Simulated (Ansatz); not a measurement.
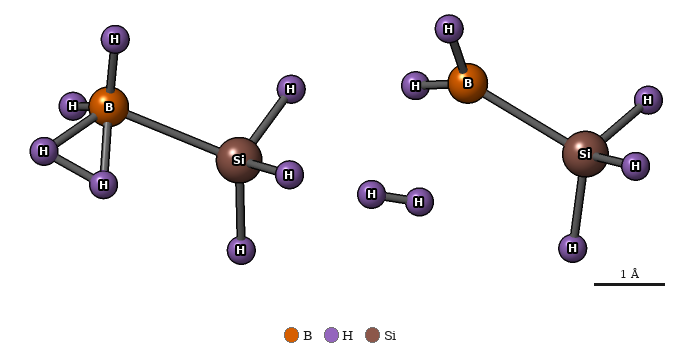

Two geometries of BSiH$_{7}$, drawn at one scale. One is the start of a relaxation, the other its converged end. The picture is a ball-and-stick view, seen at a tilt.

Computed with Ansatz 0.2.0, RKS PBE0-D4/def2-SVP. Set-up: no spin polarisation; force threshold 0.03 eV/Å; at most 50 steps.

### Which of the two is the end point?

The left one is the relaxed one. The run prepares an end point of a later path (reaction) calculation, from a guessed geometry. The largest move after the best rigid fit is that of an H atom, 0.69 Å. Largest moves by element: H 0.69 Å, B 0.48 Å, Si 0.13 Å. Near-neighbour distances that change, for instance: B–H 2.383 → 1.301 Å, B–H 2.054 → 1.281 Å, H–Si 2.664 → 2.153 Å, H–H 0.722 → 0.980 Å. New bonds form, among them: B–H (2.05 → 1.28 Å), B–H (2.38 → 1.30 Å). Bond angles that change, for instance: H–B–Si 122.9° → 107.2°, H–B–Si 119.7° → 107.0°, H–B–H 116.9° → 124.3°. After 11 accepted moves (12 points after the start) the energy has fallen by 16.1 kcal/mol. Largest force component: 1.8 eV/Å at the start, 0.016 eV/Å at the end. The line search rejected the trial step at point 5 of the run. The run took 19 s on 1 thread of Arm Neoverse V2, on a shared host, peak memory 0.12 GiB.
